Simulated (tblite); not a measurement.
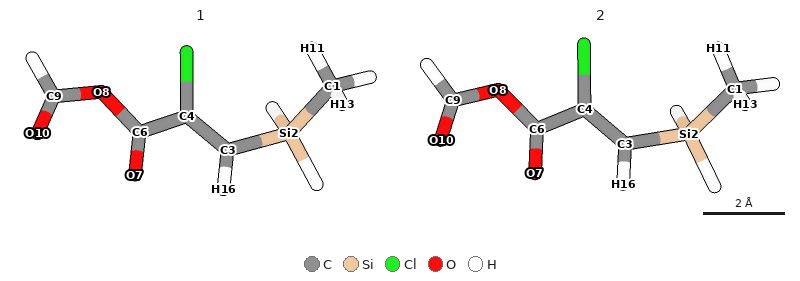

Two geometries of C5H7ClO3Si, drawn at one scale. One is the start of a relaxation, the other its converged end. Style: stick. Shown at a tilt.

All numbers below come from GFN2-xTB geometry optimisation, gas phase in tblite. 

Question: Which of the two is the end point?

Answer: Structure 1 is the relaxed one. The largest move after the best rigid fit is that of an H atom, 0.23 Å. By element the largest moves are H 0.23 Å, Cl 0.20 Å, O 0.19 Å, C 0.18 Å, Si 0.12 Å. Some distances before and after: C–Si 1.832 → 1.898 Å, C–O 1.211 → 1.183 Å, C–O 1.221 → 1.194 Å, H–Si 1.489 → 1.464 Å. Among the angles between lasting bonds that change: Si–C–H 110.5° → 120.2°, C–O–C 117.2° → 123.2°, C–Si–C 112.8° → 107.3°. The energy falls by 7.08 kcal/mol in 66 geometry steps.
